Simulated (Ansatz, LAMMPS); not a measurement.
# Glassy 83P2O5-17Al2O3 (mol %) (80 atoms): where an added charge goes, part 4 of 5

Does an extra electron or hole in glassy 83P2O5-17Al2O3 (mol %) (80 atoms) stay spread out, or do the atoms trap it?

Ansatz 0.2.0; Kohn-Sham DFT, PBE, PAW (set soft_1), plane waves.

The cell: 20 P, 4 Al and 56 O. The quench rate of 6 K/ps is many orders above laboratory rates. The starting topology of bonds comes from the classical model. Only the Γ point is sampled, in a cell whose shortest periodic width is 10 Å.

So far. Step 7 (An extra electron, levels at the relaxed geometry): The distance from P8 to O47 changes most, from 1.65 Å in the neutral cell to 1.95 Å. Step 8 (Neutral at the geometry of the electron): Neutral at the geometry of the electron: the energy stands 2.12 eV above that of the reference.

## (9) An extra hole, atoms held

The electron count changes by one with the atoms held: a vertical process, on a uniform background, with spin and a narrow Fermi–Dirac smearing. Its energy against the neutral cell hangs on the program's zero of potential.

The input, input.yaml:

```yaml
crystal:
  lattice:
    - [10.19896, 0.0, 0.0]
    - [0.0, 10.19896, 0.0]
    - [0.0, 0.0, 10.19896]
  atoms:
    [... the 80 atom lines of step 4 ...]
total_charge: 1
kpoints:
  mp_grid: { grid: [1, 1, 1] }
hamiltonian:
  xc: pbe
  pseudopotentials: { kind: paw, azcp: { folder: soft_1 } }
scf:
  occupations: { method: fermi_dirac, width: 0.01 }
  lower_state_search: "off"
output:
  forces: true
  stress: true
  populations: true
  dos:
    method: { smearing: { sigma: 0.08 } }
    de: 0.1
    projected: { site_lists: { Al: [Al], O: [O], P: [P] } }
  eigenvalues: true
  write_density: true
  write_potential: true
  volumetric_format: npy
magnetization:
  spin_polarized: true
  initial_magnetization: 1
```

Run with:

```console
$ ansatz run input.yaml --threads 4 --pin off --max-ram 8192MiB --backend cpu --events-out ev --progress --plain --runs-dir out
```

Numbers of over 12 decimals in the logs are rounded to 6 here.

The program printed:

```text
[...]
Crystal: 80 atoms, lattice volume = 1060.883 Å³
Basis set: ecut = 420 eV, 20719 PW (Γ), exchange–correlation on 144×144×144 points (8 copies of the dense FFT grid, shifted against one another)
Bands: 304, of which v1, the nominal top of the filled ones, is band 224 counted from 1 (223 counted from 0)
Symmetry: 1 space group operations
[...]
k-points: 1
[...]
Starting moments: Σ|m| = 1 μB on 80 of 80 sites
[...]
SCF iter   1: F=—  HF=-49116.095390 eV  |F-HF|=—  |Δ(HF+E_count)|=         —  Δρ=6.52e-2 (↑6.52e-2 ↓6.50e-2)  dr2=1.60e2  dr2_m=2.87e-1  M=1.000 μB ∫|m|=1.033 μB  β_m=1.00  ethr=3.10e-3  ⟨swp⟩=8.0  Hψ=3244  notcnv=0  defer=58
[...]
SCF iter   2: F=—  HF=-49079.911628 eV  |F-HF|=—  |Δ(HF+E_count)|=         —  Δρ=3.24e-2 (↑2.97e-2 ↓3.24e-2)  dr2=3.62e1  dr2_m=2.43e-1  M=0.214 μB ∫|m|=0.393 μB  β_m=0.30  ethr=3.10e-3  ⟨swp⟩=3.0  Hψ=1138  notcnv=0  defer=152
[...]
spin=Collinear: Kerker preconditioning applied to the charge; magnetization (m = ρ↑ − ρ↓) channel mixes plain (no charge-response kernel on spin).
SCF iter   3: F=—  HF=-49074.916518 eV  |F-HF|=—  |Δ(HF+E_count)|=    5.00e0  Δρ=2.17e-2 (↑2.03e-2 ↓2.17e-2)  dr2=1.57e1  dr2_m=1.34e-1  M=0.500 μB ∫|m|=0.610 μB  β_m=0.30  ethr=3.10e-3  ⟨swp⟩=3.0  Hψ=1078  notcnv=0  defer=152
SCF iter   4: F=—  HF=-49072.649384 eV  |F-HF|=—  |Δ(HF+E_count)|=    2.27e0  Δρ=1.81e-2 (↑1.24e-2 ↓1.81e-2)  dr2=7.31e0  dr2_m=4.37e-1  M=0.890 μB ∫|m|=1.015 μB  β_m=0.30  ethr=3.10e-3  ⟨swp⟩=3.0  Hψ=808  notcnv=0  defer=152
[...]
SCF iter  12: F=—  HF=-49071.931066 eV  |F-HF|=—  |Δ(HF+E_count)|=   4.26e-3  Δρ=1.94e-3 (↑1.10e-3 ↓1.94e-3)  dr2=1.65e-1  dr2_m=8.50e-3  M=0.999 μB ∫|m|=1.089 μB  β_m=0.30  ethr=7.50e-5  ⟨swp⟩=2.0  Hψ=788  notcnv=0  defer=152
[...]
SCF iter  14: F=—  HF=-49071.936579 eV  |F-HF|=—  |Δ(HF+E_count)|=   1.01e-2  Δρ=5.58e-3 (↑7.42e-4 ↓5.58e-3)  dr2=7.60e-1  dr2_m=6.39e-2  M=1.000 μB ∫|m|=1.112 μB  β_m=0.28  ethr=3.17e-5  ⟨swp⟩=3.0  Hψ=812  notcnv=0  defer=152  recentre
[...]
SCF iter  49: F=-49071.917500 eV  HF=-49071.917500 eV  |F-HF|=3.17e-9  |Δ(HF+E_count)|=  1.60e-10  Δρ=5.35e-7 (↑7.50e-8 ↓5.35e-7)  dr2=4.23e-9  dr2_m=7.68e-10  M=1.000 μB ∫|m|=1.098 μB  β_m=0.45  ethr=1.10e-12  ⟨swp⟩=7.5  Hψ=3043  notcnv=0
SCF iter  50: F=-49071.917500 eV  HF=-49071.917500 eV  |F-HF|=1.13e-9  |Δ(HF+E_count)|=  7.28e-11  Δρ=3.09e-7 (↑6.30e-8 ↓3.09e-7)  dr2=1.56e-9  dr2_m=2.45e-10  M=1.000 μB ∫|m|=1.098 μB  ethr=1.00e-12  ⟨swp⟩=7.0  Hψ=2916  notcnv=0
SCF 1 converged in 50 iterations: F = -49071.917500 eV  dr2 = 1.56e-9
[...]
SCF converged after 50 iterations
Magnetization: 0.9999 μB (224.0000 up, 223.0000 down)
Absolute magnetization: 1.0985 μB (∫|ρ↑−ρ↓|, with the PAW one-centre terms)
[...]
Per-site moments (μB) at R_I (Å): [(-1.6521282207853433e-5, 0.612048), (-0.000355016, 0.599834), (3.888079230323248e-6, 0.598165), (-1.1777903798870342e-5, 0.613853), (-2.4780432822758586e-6, 0.601272), [...]
Free energy (F): -49071.917500 eV
[...]
Internal energy: -49071.904885 eV  (E = F + TS)
E sigma→0 (E₀):  -49071.911192 eV
Entropy (-TS):   -0.012615 eV (-0.158 meV/atom)
Fermi energy:    2.292312 eV
[...]
Σ components = -49071.917500   (vs F -49071.917500, Δ=0.00e0)
--- Forces (eV/Å), atoms counted from 1 ---
  atom   1  P      0.11177252     0.07200498    -0.00835188
  atom   2  P      0.38662917     0.73959210     0.48484856
  atom   3  P     -0.27320523     0.10508912    -0.39844310
  atom   4  P     -0.08794165     0.02192712    -0.18805414
[...]
atom  80  O     -0.02277878    -0.00668217    -0.00118715
  max |Σ_I F_I| component: 1.22e-5 eV/Å
--- Stress (GPa, compression-positive) ---
        0.990250       0.004885       1.489308
        0.004879      -0.922461       0.682137
        1.489307       0.682139       1.164912
  P = ⅓ Tr σ = 0.4109 GPa (4.109 kbar)
--- Band table (eV) ---
[...]
--- Löwdin populations: 80 sites ---
  site symbol       q [e]    m [muB]
     0      P      2.8019    -0.0001
     1      P      2.8804    -0.0038
     2      P      2.8745    -0.0011
[...]
79      O      6.6833     0.0006
  spilling = 0.017116 (of n_electrons = 447.000000)
```

Wall time 32 s (4 threads of AMD EPYC 9R45, shared host); peak memory 2 GiB.

An extra hole, atoms held: the energy stands 2.50 eV below that of the reference, with a moment of 1.00 μB.

The levels nearest the highest filled one (over half full), pooled over k-points and spins:

```csv
level less the highest filled one (eV),occupation
-0.0719,1
-0.0518,0.998
-0.0331,0.987
0,0.734
0.0195,0.281
4.64,0
4.64,0
5.57,0
```

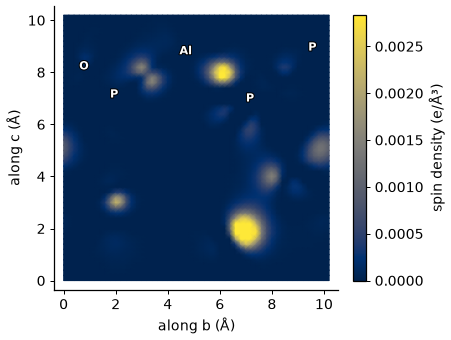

Spin density in the bc plane at fractional x = 0.432, with atoms of P and Al and O within 0.2 Å of it.

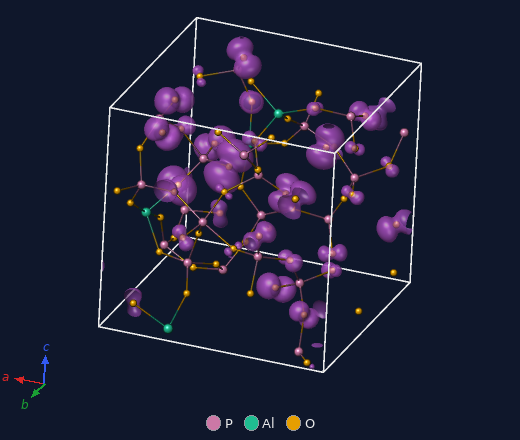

Surface of spin density = 0.0082 e/Å³, which holds about 70 % of the integral of its size. Bonds to atoms that aren't drawn are left out.

## (10) An extra hole, atoms relaxed

The atoms now respond to the charge; the energy gained comes from screening by the atoms, from trapping if the charge localises, and from any strain left in the reference.

input.yaml, the sections that differ from step 9:

```yaml
output:
  forces: true
relax:
  f_tol: 0.05
  max_steps: 90
# crystal, total_charge, kpoints, hamiltonian, scf, magnetization: as in step 9
```

The program printed:

```text
[...]
Crystal: 80 atoms, lattice volume = 1060.883 Å³
Basis set: ecut = 420 eV, 20719 PW (Γ), exchange–correlation on 144×144×144 points (8 copies of the dense FFT grid, shifted against one another)
Bands: 304, of which v1, the nominal top of the filled ones, is band 224 counted from 1 (223 counted from 0)
Symmetry: 1 space group operations
[...]
k-points: 1
[...]
Starting moments: Σ|m| = 1 μB on 80 of 80 sites
[...]
SCF iter   1: F=—  HF=-49116.095390 eV  |F-HF|=—  |Δ(HF+E_count)|=         —  Δρ=6.52e-2 (↑6.52e-2 ↓6.50e-2)  dr2=1.60e2  dr2_m=2.87e-1  M=1.000 μB ∫|m|=1.033 μB  β_m=1.00  ethr=3.10e-3  ⟨swp⟩=8.0  Hψ=3244  notcnv=0  defer=58
[...]
SCF iter   4: F=—  HF=-49072.649380 eV  |F-HF|=—  |Δ(HF+E_count)|=    2.27e0  Δρ=1.81e-2 (↑1.24e-2 ↓1.81e-2)  dr2=7.31e0  dr2_m=4.37e-1  M=0.890 μB ∫|m|=1.015 μB  β_m=0.30  ethr=3.10e-3  ⟨swp⟩=3.0  Hψ=808  notcnv=0  defer=152
[...]
SCF iter  12: F=—  HF=-49071.931064 eV  |F-HF|=—  |Δ(HF+E_count)|=   4.26e-3  Δρ=1.94e-3 (↑1.10e-3 ↓1.94e-3)  dr2=1.65e-1  dr2_m=8.47e-3  M=0.999 μB ∫|m|=1.089 μB  β_m=0.30  ethr=7.50e-5  ⟨swp⟩=2.0  Hψ=788  notcnv=0  defer=152
[...]
SCF iter  14: F=—  HF=-49071.936876 eV  |F-HF|=—  |Δ(HF+E_count)|=   1.03e-2  Δρ=5.65e-3 (↑7.44e-4 ↓5.65e-3)  dr2=7.76e-1  dr2_m=6.55e-2  M=1.000 μB ∫|m|=1.112 μB  β_m=0.28  ethr=3.20e-5  ⟨swp⟩=3.0  Hψ=812  notcnv=0  defer=152  recentre
[...]
SCF iter  35: F=-49071.917480 eV  HF=-49071.917501 eV  |F-HF|=2.04e-5  |Δ(HF+E_count)|=   6.62e-9  Δρ=3.13e-5 (↑5.22e-6 ↓3.13e-5)  dr2=2.39e-5  dr2_m=2.21e-6  M=1.000 μB ∫|m|=1.098 μB  β_m=0.32  ethr=3.04e-9  ⟨swp⟩=1.0  Hψ=1418  notcnv=0
SCF iter  36: F=-49071.917498 eV  HF=-49071.917500 eV  |F-HF|=2.51e-6  |Δ(HF+E_count)|=   7.20e-7  Δρ=6.61e-6 (↑3.96e-6 ↓6.61e-6)  dr2=3.67e-6  dr2_m=9.35e-8  M=1.000 μB ∫|m|=1.098 μB  ethr=3.04e-9  ⟨swp⟩=1.0  Hψ=1073  notcnv=0
SCF 1 converged in 36 iterations: F = -49071.917498 eV  dr2 = 3.67e-6
[...]
relax step   1: F+E_penalty+E_count = -49071.91749758 eV  Δ(F+E_penalty+E_count) = +0.000e0 eV  max|allowed force component| = 1.919e0 eV/Å  Δτ_max = 0.0000 Å  (36 SCF iters, dr2 threshold 6.25e-5 eV, accepted)
[...]
relax step   2: F+E_penalty+E_count = -49071.97567791 eV  Δ(F+E_penalty+E_count) = -5.818e-2 eV  max|allowed force component| = 1.563e0 eV/Å  Δτ_max = 0.0254 Å  (14 SCF iters, dr2 threshold 1.00e-4 eV, accepted)
[...]
relax step   3: F+E_penalty+E_count = -49072.07518488 eV  Δ(F+E_penalty+E_count) = -9.951e-2 eV  max|allowed force component| = 2.455e-1 eV/Å  Δτ_max = 0.0848 Å  (16 SCF iters, dr2 threshold 1.00e-4 eV, accepted)
[...]
relax step   4: F+E_penalty+E_count = -49072.08743007 eV  Δ(F+E_penalty+E_count) = -1.225e-2 eV  max|allowed force component| = 1.903e-1 eV/Å  Δτ_max = 0.0152 Å  (16 SCF iters, dr2 threshold 3.77e-6 eV, accepted)
[...]
relax step   5: F+E_penalty+E_count = -49071.90598758 eV  Δ(F+E_penalty+E_count) = +1.814e-1 eV  max|allowed force component| = 6.434e-1 eV/Å  Δτ_max = 0.2000 Å  (29 SCF iters, rejected (line search))
[...]
relax step   6: F+E_penalty+E_count = -49072.10040692 eV  Δ(F+E_penalty+E_count) = -1.298e-2 eV  max|allowed force component| = 7.004e-2 eV/Å  Δτ_max = 0.0427 Å  (21 SCF iters, accepted)
[...]
relax step   7: F+E_penalty+E_count = -49072.10221871 eV  Δ(F+E_penalty+E_count) = -1.812e-3 eV  max|allowed force component| = 4.067e-2 eV/Å  Δτ_max = 0.0078 Å  (17 SCF iters, accepted)
SCF converged after 17 iterations
Magnetization: 1.0000 μB (224.0000 up, 223.0000 down)
Absolute magnetization: 1.1004 μB (∫|ρ↑−ρ↓|, with the PAW one-centre terms)
[...]
Per-site moments (μB) at R_I (Å): [(-8.062132382083098e-6, 0.611317), (-0.000298313, 0.604719), (3.858496631964242e-5, 0.601004), (-6.267508807736834e-6, 0.613288), (3.089134196436963e-5, 0.602100), [...]
Free energy (F): -49072.102219 eV
[...]
Internal energy: -49072.092616 eV  (E = F + TS)
E sigma→0 (E₀):  -49072.097418 eV
Entropy (-TS):   -0.009602 eV (-0.120 meV/atom)
Fermi energy:    2.463816 eV
[...]
Σ components = -49072.102219   (vs F -49072.102219, Δ=0.00e0)
--- Forces (eV/Å), atoms counted from 1 ---
  atom   1  P      0.03819768     0.02399107    -0.01363688
  atom   2  P     -0.02251883    -0.00823868    -0.03218126
  atom   3  P     -0.00545460     0.00418004    -0.00850200
  atom   4  P      0.02278094     0.01002389    -0.01164015
[...]
atom  80  O     -0.00061145     0.01404380     0.00273974
  max |Σ_I F_I| component: 5.19e-6 eV/Å
--- Relaxed structure (7 steps of the walk, 6 accepted, 0 SCFs on fresh bases) ---
  F+E_penalty+E_count = -49072.10221871 eV   max|allowed force component| = 4.067e-2 eV/Å
  atoms:
    - { symbol: P, position: [0.422686, 0.937413, 0.877376] }
    - { symbol: P, position: [0.161276, 0.871562, 0.00429563] }
    - { symbol: P, position: [0.051183, 0.018648, 0.678745] }
    - { symbol: P, position: [0.731798, 0.691146, 0.220193] }
[...]
- { symbol: O, position: [0.289807, 0.206259, 0.642226] }
```

Wall time 71 s (4 threads); peak memory 2 GiB; 4.5 min of CPU time.

The relaxation converged after 7 steps, 0.185 eV below its start, with a largest force component of 0.041 eV/Å.

An extra hole, atoms relaxed: the energy stands 2.68 eV below that of the reference, with a moment of 1.00 μB.

[end of part 4 of 5]

[Logs are printed without paths, hosts, clocks, repeated set-up lines and the standing remarks that a program may print on its own settings, such as how far it seeks lower states.]

[Hosts, paths, dates, database ids (printed as entryN), source tags and the programs' standing remarks are cut or masked in the printed files.]
